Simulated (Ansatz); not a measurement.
## Ca2C (model cell, started as cuprite): a soft mode frozen in

Aim: this structure of Ca2C (model cell, started as cuprite) is to be tested for unstable modes, and one is followed downhill.

Method: DFT PBEsol, scalar-relativistic, plane waves, PAW, in Ansatz 0.2.0.

The structure was built from a prototype and need not be the compound's stable phase.

## Step 1: The structure

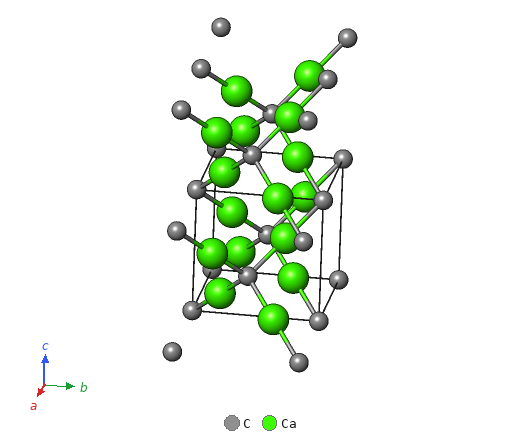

The cell as given, slightly off an axis (carbon grey, calcium green). 2×1×2 cells are drawn. Bonds to atoms that aren't drawn are left out. Some periodic images of atoms are drawn too.

## Step 2: Modes at Γ

The cell comes from relaxations at this level that are not shown. The zone centre is the only wavevector solved here; it holds the modes that light can see, as far as symmetry allows. No field response is asked, since the mesh shows no gap.

Contents of input.yaml:

```yaml
crystal:
  lattice:
    - [5.4921644401, 0.0, 0.0]
    - [0.0, 5.4921644401, 0.0]
    - [0.0, 0.0, 5.4921644401]
  atoms:
    - { symbol: C, position: [0.0, 0.0, 0.0] }
    - { symbol: C, position: [0.5, 0.5, 0.5] }
    - { symbol: Ca, position: [0.25, 0.25, 0.25] }
    - { symbol: Ca, position: [0.75, 0.75, 0.25] }
    - { symbol: Ca, position: [0.75, 0.25, 0.75] }
    - { symbol: Ca, position: [0.25, 0.75, 0.75] }
kpoints:
  mp_grid: { grid: [6, 6, 6] }
hamiltonian:
  xc: pbesol
scf:
  occupations: { method: methfessel_paxton, width: 0.15 }
output:
  eigenvalues: true
phonons:
  method: dfpt
```

Command:

```console
$ ansatz run input.yaml --threads 8 --pin off --max-ram 14336MiB --backend cpu --events-out ev --progress --plain --runs-dir out
```

Numbers of over 12 decimals in the logs are rounded to 6 here.

Log:

```text
Engine: ansatz 0.2.0, aarch64-unknown-linux-gnu
Pseudopotentials: kind: paw
Pseudopotential: C, paw, valence charge 4, recommended cutoff 420 eV (normal), C.paw.azcp
Pseudopotential: Ca, paw, valence charge 10, recommended cutoff 420 eV (normal), Ca.paw.azcp
Functional definition: PBEsol
  exchange = pbesol_x
  correlation = pbesol_c
Crystal: 6 atoms, lattice volume = 165.665 Å³
Basis set: ecut = 420 eV, 3239 PW (Γ), exchange–correlation on 80×80×80 points (8 copies of the dense FFT grid, shifted against one another)
Bands: 30, of which v1, the nominal top of the filled ones, is band 24 counted from 1 (23 counted from 0)
Symmetry: 48 space group operations
k-points: 68 of 216 (irreducible under 2 space group operations, time reversal used)
Non-local potential: C, projectors of the file, l = 0: 2, l = 1: 2, l = 2: 1
Non-local potential: Ca, projectors of the file, l = 0: 3, l = 1: 2, l = 2: 2
PAW form: soft (Blöchl's): semilocal exchange-correlation on the pseudo side does not see the compensation charge
PAW frozen core: C, regenerated for the run's functional, and the local potential with it (the file was generated under x = pbe(κ = 0.804, μ = 0.219515), c = pbe(β = 0.066725))
PAW frozen core: Ca, regenerated for the run's functional, and the local potential with it (the file was generated under x = pbe(κ = 0.804, μ = 0.219515), c = pbe(β = 0.066725))
PAW one-centre angular grid: C, 110 points (default); XC on 64 Gauss nodes
PAW one-centre angular grid: Ca, 110 points (default); XC on 64 Gauss nodes
Initial density: superposition of atomic densities (neutral atoms: chi_scale 0, normalization atom), corrected by the library's trained network
Initial wavefunctions: pseudopotential atomic-orbital guess
Functional: x = pbesol(κ = 0.804, μ = 0.123457), c = pbesol(β = 0.046)
SCF iter   1: F=—  HF=-7664.081245 eV  |F-HF|=—  |Δ(HF+E_count)|=         —  Δρ=3.84e-3  dr2=2.95e-2  ethr=1.77e-3  ⟨swp⟩=8.6  Hψ=9768  notcnv=0
preconditioner: auto → Kerker (q_TF=auto, 2.219 Å⁻¹)  [metal: Δε(μ)=0.035 eV  Ē_g=4.262 eV  σ=0.150 eV  W_gap=0.19  n_scr=26 (ndim 8)  ℏωp=11.5 eV  f_vac=0.000  D(μ)=5.26/eV (n_scr^D=32)]
SCF iter   2: F=—  HF=-7664.076981 eV  |F-HF|=—  |Δ(HF+E_count)|=   4.26e-3  S|Δr|=    0.00e0  Δρ=1.97e-3  dr2=7.42e-3  ethr=6.14e-5  ⟨swp⟩=2.1  Hψ=2799  notcnv=0
SCF iter   3: F=—  HF=-7664.075384 eV  |F-HF|=—  |Δ(HF+E_count)|=   1.60e-3  S|Δr|=    0.00e0  Δρ=4.10e-4  dr2=4.35e-4  ethr=1.55e-5  ⟨swp⟩=3.0  Hψ=3683  notcnv=0
SCF iter   4: F=—  HF=-7664.075311 eV  |F-HF|=—  |Δ(HF+E_count)|=   7.30e-5  S|Δr|=    0.00e0  Δρ=1.05e-4  dr2=2.38e-5  ethr=9.06e-7  ⟨swp⟩=2.0  Hψ=2433  notcnv=0
SCF iter   5: F=—  HF=-7664.075313 eV  |F-HF|=—  |Δ(HF+E_count)|=   2.81e-6  S|Δr|=    0.00e0  Δρ=3.81e-5  dr2=3.81e-6  ethr=4.96e-8  ⟨swp⟩=2.0  Hψ=2568  notcnv=0
SCF iter   6: F=—  HF=-7664.075313 eV  |F-HF|=—  |Δ(HF+E_count)|=   9.66e-9  S|Δr|=    0.00e0  Δρ=1.10e-5  dr2=3.34e-7  ethr=7.94e-9  ⟨swp⟩=2.0  Hψ=2276  notcnv=0
SCF iter   7: F=—  HF=-7664.075313 eV  |F-HF|=—  |Δ(HF+E_count)|=   4.67e-8  S|Δr|=    0.00e0  Δρ=2.69e-6  dr2=1.35e-8  ethr=6.95e-10  ⟨swp⟩=2.0  Hψ=2905  notcnv=0
SCF iter   8: F=—  HF=-7664.075313 eV  |F-HF|=—  |Δ(HF+E_count)|=   4.51e-9  S|Δr|=    0.00e0  Δρ=5.25e-7  dr2=4.95e-10  ethr=2.81e-11  ⟨swp⟩=2.4  Hψ=2682  notcnv=0
SCF iter   9: F=—  HF=-7664.075313 eV  |F-HF|=—  |Δ(HF+E_count)|=  2.47e-10  S|Δr|=    0.00e0  Δρ=1.31e-7  dr2=2.74e-11  ethr=1.03e-12  ⟨swp⟩=3.0  Hψ=3434  notcnv=0
SCF iter  10: F=-7664.075313 eV  HF=-7664.075313 eV  |F-HF|=4.55e-12  |Δ(HF+E_count)|=  1.09e-11  S|Δr|=    0.00e0  Δρ=1.62e-8  dr2=5.44e-13  ethr=1.00e-12  ⟨swp⟩=7.2  Hψ=8730  notcnv=0
SCF 1 converged in 10 iterations: F = -7664.075313 eV  dr2 = 5.44e-13
  greatest PAW one-centre occupation: 0.996 electrons in one spin orbital (limit 2), on the Ca atom at site 4 (counted from 0), in its partial waves of l = 0
DFPT response loops at Γ: preconditioner auto → Kerker (q_TF=auto, 2.219 Å⁻¹) (partly filled bands, converged f_vac=0.000); β = 1.00, the filter's whole step (`scf.mixing.beta` (0.50) is not read by the response loops under this deck's `scf.mixing.preconditioner`; to damp them name `kerker` or `kerker_dos`, under which they read `scf.mixing.beta`, and type it under 1.00, their step now; both keys bind the ground state too); Broyden in place of MSR1
SCF converged after 10 iterations
Stability not checked: this state was not tested for a lower state beside it, because cold or Methfessel-Paxton smearing, or corrected tetrahedra, fill the levels in a way that the test cannot read (fill_not_monotonic; see scf.lower_state_search)
Free energy (F): -7664.075313 eV
Harris-Foulkes:  -7664.075313 eV  (|F-HF|=4.55e-12)
Internal energy: -7664.067025 eV  (E = F + TS)
E sigma→0 (E₀):  -7664.073241 eV
Entropy (-TS):   -0.008288 eV (-1.381 meV/atom)
Fermi energy:    5.326633 eV
--- Per-component energies (eV) ---
  E_band       = -635.462745
  E_kinetic    = 1275.573761
  E_local      = -3558.274104  (includes V_loc(G=0)·N_el)
  E_nonlocal   = 314.268424
  E_hartree    = 1197.914276
  E_xc         = -633.186594
  E_vxc        = -792.613965  (∫ρ·V_xc dr)
  E_paw        = -3535.844497  (= ΣΔE_a)
  E_vpaw       = -270.245367  (= ΣTr[D̂ρ^β])
  E_aug_tail   = -0.000014  (compensation charges beyond the density's cutoff)
  E_ewald      = -2725.035655
  E_core_change = 0.517378  (= ΣΔE_core)
  E_smearing   = -0.008288  (= −TS)
  E_closure    = -0.000000  (closes the sum)
  Σ components = -7664.075313   (vs F -7664.075313, Δ=0.00e0)
--- Band table (eV; the first three rows and the last of 68) ---
  k-point 0: bands = [... 20 lower, 3.4172, 3.4175, 5.7428, 5.7428, 5.7428, 6.5342, 6.5342, 6.8359, ... 2 higher]
  k-point 1: bands = [... 20 lower, 3.5345, 3.5345, 5.4749, 5.4749, 5.5667, 6.5190, 6.5390, 6.7973, ... 2 higher]
  k-point 2: bands = [... 20 lower, 3.8674, 3.8674, 4.9360, 4.9360, 5.4437, 6.0289, 6.5625, 6.7082, ... 2 higher]
  k-point 67: bands = [... 20 lower, 3.5242, 4.3323, 4.3323, 4.3323, 5.9638, 5.9638, 5.9638, 8.3591, ... 2 higher]
--- Phonons (Γ-DFPT): 2 representative perturbations + reference, on 68 of 216 k-points (Σ response iterations 6) ---
  k mesh reduced under 2 symmetry operations, with k and −k counted as one. Each operation leaves every solved perturbation unchanged. A smaller set is not used because it would not reduce the number of displacements times k-points to solve
  ASR residual: 6.697e-6 → 0.000e0 eV/Å²; symmetrization residual: 1.478e-6 eV/Å²
  ASR residual per site (eV/Å²): 6.70e-6 6.70e-6 8.14e-7 8.14e-7 8.14e-7 8.14e-7
  Γ frequencies (cm⁻¹): -155.15 -155.15 -155.15 0.00 0.00 0.00 108.77 108.77 108.77 172.86 172.86 257.00 388.44 388.44 388.44 399.73 399.73 399.73
  non-analytic LO–TO correction: not included (Born effective charges unavailable; polar crystals: no LO–TO splitting at Γ)
```

Run time: 16 s. Hardware: 8 threads of Arm Neoverse V1, shared host; peak memory 1.5 GiB; 1.9 min of CPU time.

Reading the cycles: dr2 is the Hartree energy of the density residual (eV), the measure of convergence; HF is the Harris–Foulkes estimate of the energy, which meets the free energy F at convergence.

Numbers from this step:

```yaml
volume_per_atom: 27.61 Å³
gap_on_the_k_mesh: 0 eV
sum_rule_residual_before_enforcement: 6.70e-6 eV/Å²
point_group: m-3m
highest_optical_mode_at_the_zone_centre_no_lo_to_term: 399.7 cm⁻¹
lowest_optical_zone_centre_mode: -155.2 cm⁻¹
```

Patterns of degenerate modes are one choice out of their space. Modes at Γ, with each element's share of the kinetic energy (negative means imaginary):

| mode | frequency (cm⁻¹) | symmetry | C % | Ca % |
| --- | --- | --- | --- | --- |
| 1 | -155.2 | T1u | 30 | 70 |
| 2 | -155.2 | T1u | 30 | 70 |
| 3 | -155.2 | T1u | 30 | 70 |
| 4 | 0.0 | acoustic | 13 | 87 |
| 5 | 0.0 | acoustic | 13 | 87 |
| 6 | 0.0 | acoustic | 13 | 87 |
| 7 | 108.8 | T2u | 0 | 100 |
| 8 | 108.8 | T2u | 0 | 100 |
| 9 | 108.8 | T2u | 0 | 100 |
| 10 | 172.9 | Eu | 0 | 100 |
| 11 | 172.9 | Eu | 0 | 100 |
| 12 | 257.0 | A2u | 0 | 100 |
| 13 | 388.4 | T2g | 100 | 0 |
| 14 | 388.4 | T2g | 100 | 0 |
| 15 | 388.4 | T2g | 100 | 0 |
| 16 | 399.7 | T1u | 57 | 43 |
| 17 | 399.7 | T1u | 57 | 43 |
| 18 | 399.7 | T1u | 57 | 43 |

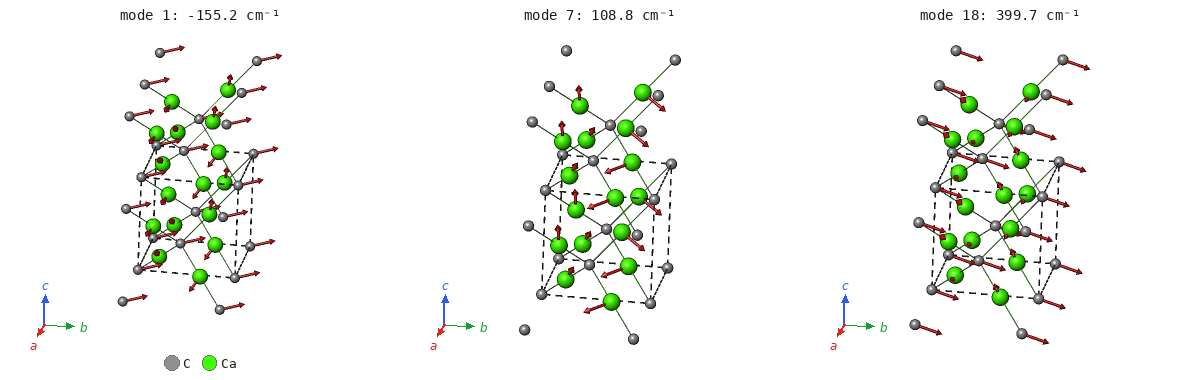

Displacement patterns of modes 1, 7 and 18 at Γ; arrows are exaggerated. Bonds to atoms that aren't drawn are left out. 2×1×2 cells are drawn. Some periodic images of atoms are drawn too.

Before it was imposed, the acoustic sum rule was missed by 6.7e-6 eV/Å². Small misses are needed for a sound result but don't prove that mesh and cutoff are converged. The lowest optical mode is imaginary, 155.2i cm⁻¹, so the energy falls along it.

## Step 3: The mode frozen in, largest atomic shift 0 Å

The mode followed lies at Γ with frequency 155.1i cm⁻¹ and is 3-fold degenerate, the softest among the wavevectors solved. At small amplitude the distorted cell has space group no. 102 by a symmetry search on the positions. The undistorted cell that holds it gives the zero of energy on the same k mesh.

Edit input.yaml of step 2 so:

```diff
@@ -19,4 +19,4 @@
 output:
+  forces: true
+  stress: true
   eigenvalues: true
-phonons:
-  method: dfpt
```

Log:

```text
[...]
Crystal: 6 atoms, lattice volume = 165.665 Å³
Basis set: ecut = 420 eV, 3239 PW (Γ), exchange–correlation on 80×80×80 points (8 copies of the dense FFT grid, shifted against one another)
Bands: 30, of which v1, the nominal top of the filled ones, is band 24 counted from 1 (23 counted from 0)
Symmetry: 48 space group operations
[...]
k-points: 20 of 216
[...]
k-point 0: bands = [... 20 lower, 3.4172, 3.4175, 5.7428, 5.7428, 5.7428, 6.5342, 6.5342, 6.8359, ... 2 higher]
  k-point 1: bands = [... 20 lower, 3.5344, 3.5344, 5.4748, 5.4748, 5.5667, 6.5190, 6.5390, 6.7973, ... 2 higher]
  k-point 2: bands = [... 20 lower, 3.8674, 3.8674, 4.9360, 4.9360, 5.4437, 6.0288, 6.5624, 6.7082, ... 2 higher]
  k-point 19: bands = [... 20 lower, 3.5242, 4.3323, 4.3323, 4.3323, 5.9638, 5.9638, 5.9638, 8.3591, ... 2 higher]
[key lines of the parts left out:]
SCF converged after 7 iterations
Free energy (F): -7664.075313 eV
Fermi energy:    5.326617 eV
P = ⅓ Tr σ = 0.0018 GPa (0.018 kbar)
```

Run time: 0.96 s. Hardware: 8 threads; peak memory 0.56 GiB.

Numbers from this step:

| Item | Value |
| --- | --- |
| pressure | 0.001820 GPa |
| energy from the undistorted cell | 0 meV/atom |

The run ends at a pressure of 0.00 GPa.

## Step 4: The mode frozen in, largest atomic shift 0.45 Å

The atoms are moved along the unstable eigenvector, the largest shift by 0.45 Å, with the cell fixed.

input.yaml, the sections that differ from step 3:

```yaml
crystal:
  lattice:
    - [5.4921644401, 0.0, 0.0]
    - [0.0, 5.4921644401, 0.0]
    - [0.0, 0.0, 5.4921644401]
  atoms:
    - { symbol: C, position: [-0.0819349102, 0.0, 0.0] }
    - { symbol: C, position: [0.4180650898, 0.5, 0.5] }
    - { symbol: Ca, position: [0.2622775613, 0.216841052, 0.216841052] }
    - { symbol: Ca, position: [0.7622775613, 0.716841052, 0.283158948] }
    - { symbol: Ca, position: [0.7622775613, 0.283158948, 0.716841052] }
    - { symbol: Ca, position: [0.2622775613, 0.783158948, 0.783158948] }
# kpoints, hamiltonian, scf, output: as in step 3
```

Log:

```text
[...]
Crystal: 6 atoms, lattice volume = 165.665 Å³
Basis set: ecut = 420 eV, 3239 PW (Γ), exchange–correlation on 80×80×80 points (8 copies of the dense FFT grid, shifted against one another)
Bands: 30, of which v1, the nominal top of the filled ones, is band 24 counted from 1 (23 counted from 0)
Symmetry: 8 space group operations
[...]
k-points: 40 of 216 (time reversal used)
[...]
k-point 0: bands = [... 20 lower, 3.6298, 3.7950, 4.9957, 5.2801, 5.2801, 6.5363, 6.6654, 6.7341, ... 2 higher]
  k-point 1: bands = [... 20 lower, 3.7913, 3.9527, 4.6954, 5.1658, 5.5641, 6.5793, 6.6943, 6.8085, ... 2 higher]
  k-point 2: bands = [... 20 lower, 4.1089, 4.1416, 4.4197, 4.8809, 5.8276, 6.4548, 6.6680, 6.9312, ... 2 higher]
  k-point 39: bands = [... 20 lower, 3.7607, 4.0701, 4.2500, 4.2500, 6.1473, 6.1473, 6.4524, 7.4857, ... 2 higher]
[key lines of the parts left out:]
SCF converged after 7 iterations
Free energy (F): -7664.316010 eV
Fermi energy:    5.206175 eV
P = ⅓ Tr σ = -2.1730 GPa (-21.730 kbar)
```

Wall time 2.5 s (8 threads); peak memory 0.55 GiB.

This step gave:

```yaml
pressure: -2.173 GPa
energy_from_the_undistorted_cell: -40.78 meV/atom
```

The energy, extrapolated to zero smearing, is -40.78 meV/atom against the undistorted cell.

The run ends at a pressure of -2.17 GPa, with forces up to 0.25 eV/Å.

## Step 5: Energy along the mode, all amplitudes (two of the runs are shown above)

An imaginary frequency means negative curvature, so the energy should fall and then rise again as anharmonic terms take over.

Numbers from this step:

```yaml
depth_at_the_lowest_point_sampled: 40.78 meV/atom
largest_atomic_shift_at_that_point: 0.45 Å
```

The energy from the parent by largest atomic shift:

| largest atomic shift (Å) | energy from the parent (meV/atom) |
| --- | --- |
| 0.000 | 0 |
| 0.040 | -0.987 |
| 0.080 | -3.74 |
| 0.140 | -10.3 |
| 0.220 | -20.8 |
| 0.320 | -32.8 |
| 0.450 | -40.8 |
| 0.600 | -33.5 |

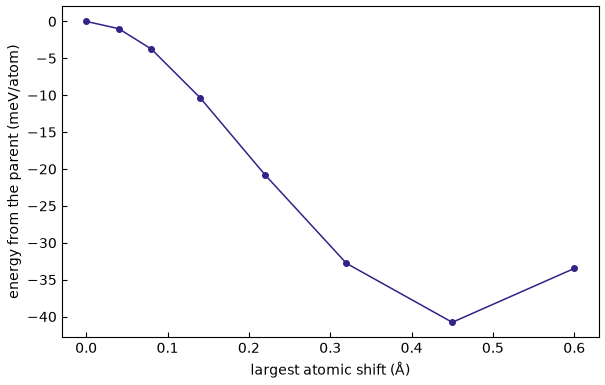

Energy from the parent, plotted against largest atomic shift.

Displacement at unit largest shift by atom:

| atom | x (Å) | y (Å) | z (Å) | size |
| --- | --- | --- | --- | --- |
| C1 | -1.00 | 0.00 | 0.00 | 1.00 |
| C2 | -1.00 | 0.00 | 0.00 | 1.00 |
| Ca3 | 0.15 | -0.41 | -0.41 | 0.59 |
| Ca4 | 0.15 | -0.41 | 0.41 | 0.59 |
| Ca5 | 0.15 | 0.41 | -0.41 | 0.59 |
| Ca6 | 0.15 | 0.41 | 0.41 | 0.59 |

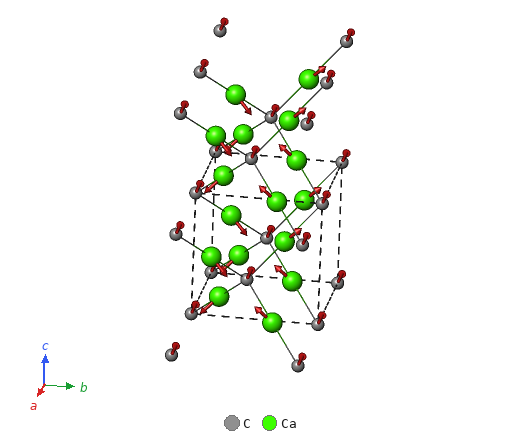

Displacement at unit largest shift as arrows, the longest 1 Å. Bonds to atoms that aren't drawn are left out. 2×1×2 cells are drawn. Some periodic images of atoms are drawn too.

The lowest of the steps tried is at 0.45 Å, 40.8 meV/atom below the parent; the bottom of the well need not coincide with a step.

(Part 1 of 3 ends here.)

[Logs are printed without paths, hosts, clocks, repeated set-up lines and the standing remarks that a program may print on its own settings, such as how far it seeks lower states.]

[Hosts, paths, dates, database ids (printed as entryN), source tags and the programs' standing remarks are cut or masked in the printed files.]
